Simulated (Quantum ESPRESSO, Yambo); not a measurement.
# LiF (Griceite): G0W0 with Yambo, start to end, part 2 of 2

Aim: the G0W0 gap of LiF (Griceite) on PBE, step by step.

Quantum ESPRESSO 7.5 and Yambo 5.3.0; PBE and many-body steps on it, plane waves. Known limits of the many-body steps: not at the basis limit.

So far. Step 3 (Bands along the symmetry lines): The gap is 9.114 eV, −0.001 eV from the run before at this level. Step 4 (Empty states on the mesh, 8×8×8 mesh, 197 bands): On this mesh the gap is 9.115 eV.

## 5. Conversion and set-up

This step: Yambo 5.3.0; conversion and set-up on PBE, plane waves, norm-conserving pseudopotentials.

The states are converted to the many-body program's format and the q mesh is built.

Started as:

```sh
$ (cd o/x.save; p2y > p2y.log; mv SAVE ../..); yambo > setup.log
```

The log of the run:

```text
 Yambo, version 5.3.0

 [02] CORE Variables Setup
 =========================

  [02.01] Unit cells
  ==================

  Cell kind             :  FCC
  Atoms in the cell     :  Li  F
  number of Li atoms    :  1
  number of F  atoms    :  1

  List of atomic masses
  Mass of Li    :  6.940000
  Mass of F     :  18.99800

  List of atomic coordinates    : [cc]
  Li1       :  0.000000  0.000000  0.000000  order 1
  F1       :  3.805908  3.805908  3.805908  order 2

  Alat factors          :  3.805908  3.805908  3.805908 [a.u.]
  Direct lattice volume :  110.2567 [a.u.]
  Direct lattice vectors:  A[ 1 ]  A[ 2 ]  A[ 3 ]
   A[ 1 ]:  0.000000  1.000000  1.000000  [iru]
   0.000000  3.805908  3.805908  [cc]
   A[ 2 ]:  1.000000  0.000000  1.000000  [iru]
   3.805908  0.000000  3.805908  [cc]
   A[ 3 ]:  1.000000  1.000000 -0.000000  [iru]
   3.805908  3.805908 -0.000000  [cc]

  Recip. lattice volume :  2.249752 [a.u.]
  Recip. lattice vectors:  B[ 1 ]  B[ 2 ]  B[ 3 ]
   B[ 1 ]: -0.500000  0.500000  0.500000  [iku]
  -0.825451  0.825451  0.825451  [cc]
   B[ 2 ]:  0.500000 -0.500000  0.500000  [iku]
   0.825451 -0.825451  0.825451  [cc]
   B[ 3 ]:  0.500000  0.500000 -0.500000  [iku]
   0.825451  0.825451 -0.825451  [cc]

  [02.02] Symmetries
  ==================

  Inversion symmetry    : yes
  Spatial inversion     : yes
  Inversion index       :  25
  K-space Time-reversal : no
  Magnetic symmetries   : no
  Group table correct   : yes
  Symmetries units      :  [cc]

   [S  1]:   1.0000     -0.12918E-16 -0.12918E-16 -0.12918E-16   1.0000      0.12918E-16  0.12918E-16  0.12918E-16   1.0000
   [S  2]:  -1.0000      0.12918E-16 -0.12918E-16  0.12918E-16  -1.0000      0.12918E-16 -0.12918E-16 -0.12918E-16   1.0000
   [S  3]:  -1.0000     -0.12918E-16  0.12918E-16  0.12918E-16   1.0000     -0.12918E-16 -0.12918E-16  0.12918E-16  -1.0000
[...]
[... 36 further rows ...]
   [S 47]: -0.12918E-16   1.0000      0.12918E-16  0.12918E-16 -0.12918E-16  -1.0000       1.0000      0.12918E-16 -0.12918E-16
   [S 48]: -0.12918E-16  -1.0000     -0.12918E-16  0.12918E-16  0.12918E-16   1.0000       1.0000     -0.12918E-16  0.12918E-16

  [02.03] Reciprocal space
  ========================

  nG shells         :  143
  nG charge         :   9185
  nG WFs            :  1615
  nC WFs            :  1158
  G-vecs. in first 14 shells:  [ Number ]
     1    9   15   27   51   59   65   89  113
   137  169  181  229  259
  ...
  Shell energy in first 14 shells:  [ mHa ]
    0.00000      1022.06      1362.74      2725.48      3747.54      4088.22      5450.96      6473.02      6813.70
    8176.44      9198.50      10901.9      11924.0      12264.7
  ...

  [02.04] K-grid lattice
  ======================

  Compatible Grid is   : 3D
  Base K vectors       :  K_min[ 1 ]  K_min[ 2 ]  K_min[ 3 ]
  K_min[ 1 ] :  0.39326E-17 -0.12500     -0.42090E-17 [rlu]
[...]
K [29]         [rlu]:  0.250000 -0.500000 -0.250000
         WF components:  1144

  [02.05] Energies & Occupations
  ==============================

  [X] === General ===
  [X] Electronic Temperature                        :  0.000000  0.000000 [eV K]
  [X] Bosonic    Temperature                        :  0.000000  0.000000 [eV K]
  [X] Finite Temperature mode                       : no
  [X] El. density                                   :  0.61206E+24 [cm-3]
  [X] Fermi Level                                   :  0.906508 [eV]

  [X] === Gaps and Widths ===
  [X] Conduction Band Min                           :  9.114627 [eV]
  [X] Valence Band Max                              :  0.000000 [eV]
  [X] Filled Bands                                  :   5
  [X] Empty Bands                                   :    6  197
  [X] Direct Gap                                    :  9.114627 [eV]
  [X] Direct Gap localized at k                     :  1
  [X] Indirect Gap                                  :  9.114627 [eV]
  [X] Indirect Gap between kpts                     :  1  1
  [X] Last valence band width                       :  0.989798 [eV]
  [X] 1st conduction band width                     :  5.964288 [eV]

  E @ K [ 1]:  [eV]
   -40.844      -19.895     -0.94050E-12 -0.56400E-12   0.0000       9.1146       23.991       23.991
   23.99086  24.40597  24.40597  24.40597  27.37798  31.57670  31.57670  44.93489
  occ @ K [ 1]
   2.000000  2.000000  2.000000  2.000000  2.000000  0.000000  0.000000  0.000000
[...]
E @ K [ 2]:  [eV]
[...]
occ @ K [ 2]
[...]
E @ K [ 3]:  [eV]
[...]
occ @ K [ 3]
[...]
E @ K [ 8]:  [eV]
[...]
occ @ K [ 8]
[...]
E @ K [ 9]:  [eV]
[...]
occ @ K [ 9]
[...]
E @ K [10]:  [eV]
[...]
occ @ K [10]
[...]
E @ K [11]:  [eV]
[...]
occ @ K [11]
[...]
E @ K [12]:  [eV]
[...]
occ @ K [12]
[...]
E @ K [13]:  [eV]
[...]
occ @ K [13]
[...]
E @ K [14]:  [eV]
[...]
occ @ K [14]
[...]
[... 14 further k-points ...]
  E @ K [29]:  [eV]
[...]
occ @ K [29]
   2.000000  2.000000  2.000000  2.000000  2.000000  0.000000  0.000000  0.000000
   0.000000  0.000000  0.000000  0.000000  0.000000  0.000000  0.000000  0.000000

 [03] Transferred momenta grid and indexing
 ==========================================

 IBZ Q-points                                      :  29
 BZ  Q-points                                      :   512

 K/Q-points units:
 rlu = crystal or reduced units; cc = cartesian coordinates; iku = interal k-units

 Q [ 1]         [rlu]:  0.000000  0.000000  0.000000
 Q [ 2]         [rlu]: -0.44736E-17 -0.44736E-17  0.12500
 Q [ 3]         [rlu]: -0.89471E-17 -0.89471E-17  0.25000
[...]
Q [ 8]         [rlu]: -0.89471E-17  0.12500      0.37500
 Q [ 9]         [rlu]: -0.26293E-17  0.12500      0.50000
 Q [10]         [rlu]:  0.17894E-16  0.12500     -0.37500
     [... 17 further rows ...]
 Q [28]         [rlu]:  0.125000 -0.500000 -0.375000
 Q [29]         [rlu]:  0.250000 -0.500000 -0.250000

  [03.01] X indexes
  =================

   [03.01.01] Sigma indexes
   ========================

 [06] Game Over & Game summary
```

It took 2.1 s on 1 MPI rank of Arm Neoverse V1, shared host; peak memory 0.24 GiB.

## 6. Screening and self-energy, 8×8×8 mesh, 197 bands, screening to 353.7 eV

Now the one-shot GW correction: screening in the RPA, then the self-energy of the levels asked for.

This step: G0W0 on PBE, plane waves, norm-conserving pseudopotentials.

gw3.in reads:

```
HF_and_locXC
gw0
dyson
ppa
em1d
rim_cut
RandQpts= 1000000
RandGvec= 1 RL
EXXRLvcs= 72 Ry
VXCRLvcs= 288 Ry
Chimod= "HARTREE"
% BndsRnXp
 1 | 197 |
%
NGsBlkXp= 26 Ry
% LongDrXp
 1 | 1 | 1 |
%
% GbndRnge
 1 | 197 |
%
DysSolver= "n"
ExtendOut
PPAPntXp= 27.21138 eV
% QPkrange
 1 | 1 | 4 | 7 |
%
```

Started as:

```sh
$ OMP_NUM_THREADS=1 mpirun -n 4 yambo -F gw3.in -J gw3 -C gw3 > gw3.log
```

The log of the run:

```text
 Yambo, version 5.3.0

 [02] CORE Variables Setup
 =========================

  [... cell, symmetries and grids as in the set-up ...]

  [02.05] Energies & Occupations
  ==============================

  [X] === General ===
  [X] Electronic Temperature                        :  0.000000  0.000000 [eV K]
  [X] Bosonic    Temperature                        :  0.000000  0.000000 [eV K]
  [X] Finite Temperature mode                       : no
  [X] El. density                                   :  0.61206E+24 [cm-3]
  [X] Fermi Level                                   :  0.906508 [eV]

  [X] === Gaps and Widths ===
  [X] Conduction Band Min                           :  9.114627 [eV]
  [X] Valence Band Max                              :  0.000000 [eV]
  [X] Filled Bands                                  :   5
  [X] Empty Bands                                   :    6  197
  [X] Direct Gap                                    :  9.114627 [eV]
  [X] Direct Gap localized at k                     :  1
  [X] Indirect Gap                                  :  9.114627 [eV]
  [X] Indirect Gap between kpts                     :  1  1
  [X] Last valence band width                       :  0.989798 [eV]
  [X] 1st conduction band width                     :  5.964288 [eV]

 [03] Transferred momenta grid and indexing
 ==========================================

 IBZ Q-points                                      :  29
 BZ  Q-points                                      :   512

 K/Q-points units:
 rlu = crystal or reduced units; cc = cartesian coordinates; iku = interal k-units

 Q [ 1]         [rlu]:  0.000000  0.000000  0.000000
 Q [ 2]         [rlu]: -0.44736E-17 -0.44736E-17  0.12500
 Q [ 3]         [rlu]: -0.89471E-17 -0.89471E-17  0.25000
 Q [ 4]         [rlu]:  0.59525E-19  0.59525E-19  0.37500
 Q [ 5]         [rlu]:  0.17894E-16  0.17894E-16 -0.50000
 Q [ 6]         [rlu]:  0.55284E-18  0.12500      0.12500
 Q [ 7]         [rlu]:  0.39326E-17  0.12500      0.25000
 Q [ 8]         [rlu]: -0.89471E-17  0.12500      0.37500
 Q [ 9]         [rlu]: -0.26293E-17  0.12500      0.50000
 Q [10]         [rlu]:  0.17894E-16  0.12500     -0.37500
     [... 17 further rows ...]
 Q [28]         [rlu]:  0.125000 -0.500000 -0.375000
 Q [29]         [rlu]:  0.250000 -0.500000 -0.250000

 [04] Coloumb potential Random Integration (RIM)
 ===============================================

  [04.01] RIM initialization
  ==========================

  * Diagonal components only detected *

  8 x (sBL volume)        :  0.035152 [a.u.]
  sBZ random points       :  1000000
  Points outside the sBZ  :   7996195
  RL volume               :  2.249752 [a.u.]
  Integrated volume       :  2.250822 [a.u.]

  [04.02] RIM integrals
  =====================

  Gamma point sphere radius             :  0.059420 [a.u.]
  Points outside the sphere             :   799659
  [Int_sBZ(q=0) 1/q^2]*(Vol_sBZ)^(-1/3) =:  7.764404
                                 should be <:  7.795600

  Summary of Coulomb integrals for non-metallic bands |Q|[au] RIM/Bare

  Q [1] 0.100000E-4 0.995998 * Q [2] 0.178715 1.065507
  Q [6] 0.206363 1.063520 * Q [12] 0.291841 1.025994
  Q [7] 0.342214 1.019443 * Q [3] 0.357431 1.017217
  Q [13] 0.412726 1.013507 * Q [11] 0.449757 1.010827
  Q [22] 0.461441 1.010532 * Q [8] 0.505484 1.008888
  Q [14] 0.536146 1.007997 * Q [4] 0.536146 1.007966
  Q [17] 0.583682 1.006539 * Q [23] 0.610430 1.006171
  Q [10] 0.619089 1.005860 * Q [18] 0.619089 1.006039
  Q [25] 0.652577 1.005436 * Q [9] 0.676606 1.005167
  Q [15] 0.684428 1.005043 * Q [5] 0.714862 1.004510
  Q [19] 0.736863 1.004389 * Q [16] 0.736863 1.004241
  Q [27] 0.744052 1.004143 * Q [24] 0.772139 1.003889
  Q [26] 0.792552 1.003834 * Q [21] 0.825451 1.003655
  Q [28] 0.850856 1.003467 * Q [20] 0.875523 1.003109
  Q [29] 0.922883 1.003011

 [05] Dipoles
 ============

  [05.01] Setup: observables and procedures
  =========================================

 [06] Dynamic Dielectric Matrix (PPA)
 ====================================

 [WR./gw3//ndb.pp]---------------------------------------------------------------
  Brillouin Zone Q/K grids (IBZ/BZ)                :    29   512    29   512
  RL vectors                                       :  1639 [WF]
  Coulomb cutoff potential                         : none
  Electronic Temperature                           :  0.000000 [K]
  Bosonic    Temperature                           :  0.000000 [K]
  PPA    diel. fun.  energies                      : Perdew, Burke & Ernzerhof(X)+Perdew, Burke & Ernzerhof(C)
  wavefunctions                                    : Perdew, Burke & Ernzerhof(X)+Perdew, Burke & Ernzerhof(C)
  Global Gauge                                     : length
  X matrix size                                    :  283
  X band range                                     :    1  197
  X e/h energy range                               : -1.000000 -1.000000 [eV]
  X Time ordering                                  : R
  X Hxc Kernel                                     : HARTREE
  X Drude frequency                                :  0.000000  0.000000
  X poles                                          :  100.0000 [o/o]
  RL vectors in the sum                            :  1639
  [r,Vnl] included                                 : yes
  Field direction                                  :  0.577350E-5  0.577350E-5  0.577350E-5
  BZ energy Double Grid                            : no
  BZ energy DbGd points                            : 0
  BZ Q point size factor                           : -1.000000
  X Optical Averaged directions                    : none

 [07] Local Exchange-Correlation + Non-Local Fock
 ================================================

 [VXC] Plane waves :   9185
 [EXS] Plane waves :  1211

 QP @ state[ 1 ] K range:  1  1
 QP @ state[ 1 ] b range:   4   7

 [xc] Functional : Perdew, Burke & Ernzerhof(X)+Perdew, Burke & Ernzerhof(C)
 [xc] LIBXC used to calculate xc functional
  PP Number of Atomic Species                      :  2
  NLCC RL compoments                               :   9185
  PP Number of Atomic Species                      :  2
  NLCC RL compoments                               :   9185

 [xc] E_xc :  -6.404302 [Ha]
      E_xc :  -12.80860 [Ry]

  Local XC kind (lXC) : Perdew, Burke & Ernzerhof(X)+Perdew, Burke & Ernzerhof(C)
  Non-Local XC kind (nlXC) : Hartree-Fock

  Corrections @ K [1] :  [eV]
 <4|nlXC|4> = -30.70135 -0.62235E-17 <4|lXC|4> = -23.05348  0.18882E-15
 <5|nlXC|5> = -30.70136  0.11140E-16 <5|lXC|5> = -23.05348 -0.94408E-16
 <6|nlXC|6> = -6.618816  0.12902E-18 <6|lXC|6> = -11.45041 -0.10446E-18
 <7|nlXC|7> = -3.080517  0.59367E-18 <7|lXC|7> = -10.01124 -0.18880E-15

 [08] Dyson equation: Newton solver
 ==================================

  [08.01] G0W0 (W PPA)
  ====================

  [  GW  ] Bands range     :    1  197
  [GW/PPA] G damping       :  0.100000 [eV]

  QP @ state[ 1 ] K range:  1  1
  QP @ state[ 1 ] b range:   4   7

   Sc/G bands                                       :    1  197
   Sc/G damping                                     :  0.100000 ev
   Sc bands terminator                              : no
   Sx RL components                                 :  1211

   QP @ state[ 1 ] K range                          :  1  1
   QP @ state[ 1 ] b range                          :   4   7
   GF energies kind                                 : Perdew, Burke & Ernzerhof(X)+Perdew, Burke & Ernzerhof(C)
   GF WF`s kind                                     : Perdew, Burke & Ernzerhof(X)+Perdew, Burke & Ernzerhof(C)
   Xs energies kind                                 : Perdew, Burke & Ernzerhof(X)+Perdew, Burke & Ernzerhof(C)
   Xs WF`s kind                                     : Perdew, Burke & Ernzerhof(X)+Perdew, Burke & Ernzerhof(C)

 [11] Game Over & Game summary
```

It took 23 min on 4 MPI ranks; peak memory 2 GiB; 1.5 h of CPU time.

Numbers from this step:

```yaml
g0w0_gap_on_the_points_computed: 13.47 eV
starting_gap_on_the_mesh: 9.115 eV
k_of_the_valence_top: 0, 0, 0
k_of_the_conduction_bottom: 0, 0, 0
least_direct_g0w0_gap_on_the_computed_points: 13.47 eV
z_at_the_valence_top: 0.8237
z_at_the_conduction_bottom: 0.8896
```

The gap on the mesh goes from 9.11 eV to 13.47 eV, a correction of +4.36 eV.

Limits: finite bands, cutoff and mesh. v1 is the top filled band, c1 the lowest empty one. Levels before and after the correction, in eV, zero at the valence-band top of each column:

```tsv
	conduction bottom	valence top
Kohn-Sham	9.11	0.00
G0W0	13.47	0.00
```

```tsv
	level	energy (eV)
Kohn-Sham	Γ v2-v1	0.000
Kohn-Sham	Γ c1	9.115
Kohn-Sham	Γ c2	23.991
G0W0	Γ v2-v1	0.000
G0W0	Γ c1	13.471
G0W0	Γ c2	29.193
```

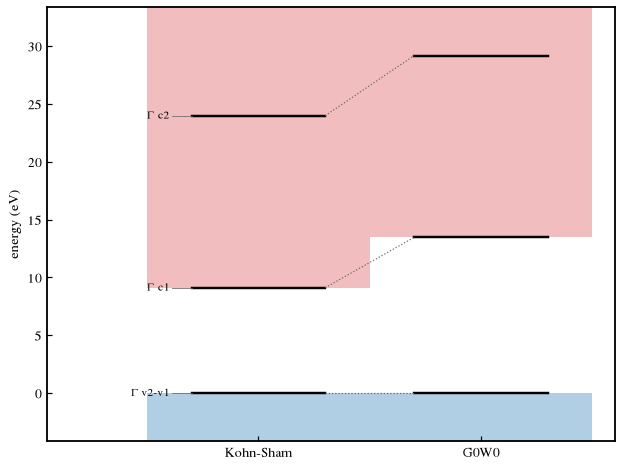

Levels before and after the correction. Shaded: valence and conduction bands.

## 7. Where the time went

Times are wall times on the hardware named with each run, good to a factor of about two.

```tsv
step	time	share	memory (GiB)
ground state	2.1 s	0 %	0.19
bands along the symmetry lines	1.4 s	0 %	0.05
empty states on the mesh	20 s	1 %	0.27
conversion and set-up	2.1 s	0 %	0.24
screening and self-energy	23 min	98 %	2.0
```

## 8. What came out

| Property | Result |
| --- | --- |
| PBE gap | 9.11 eV, indirect (only 1 meV under the direct gap) |
| G0W0 gap on the mesh | 13.47 eV |
| GW settings | 8×8×8 mesh, 197 bands, screening to 353.7 eV, Godby-Needs plasmon pole |
| known limits | not at the basis limit |

**Reading.** G0W0 moves the gap on the mesh from 9.11 eV to 13.47 eV (+4.36 eV), with Z of 0.82 and 0.89 at the edges. Only 1 of the mesh's irreducible points was corrected, so a valley elsewhere could overtake. The dearest step here is «screening and self-energy». Bands and cutoff are finite, so the gap is not at the basis limit. The miss can reach some tenths of an eV and take either sign; the mesh is an error of its own. In the G0W0 run levels were corrected at 1 k point alone, so a gap called «on the mesh» is the least over those, and an edge elsewhere would be missed.

[Paths, hosts, dates, memory and timing lines, banners, echoed tables and standing remarks are left out of the program output.]

[Logs are printed without paths, hosts, clocks, repeated set-up lines and the standing remarks that a program may print on its own settings, such as how far it seeks lower states.]

[Runs of the session that timed out or met a known fault of the program may be left out.]

[Hosts, paths, dates, database ids (printed as entryN), source tags and the programs' standing remarks are cut or masked in the printed files.]
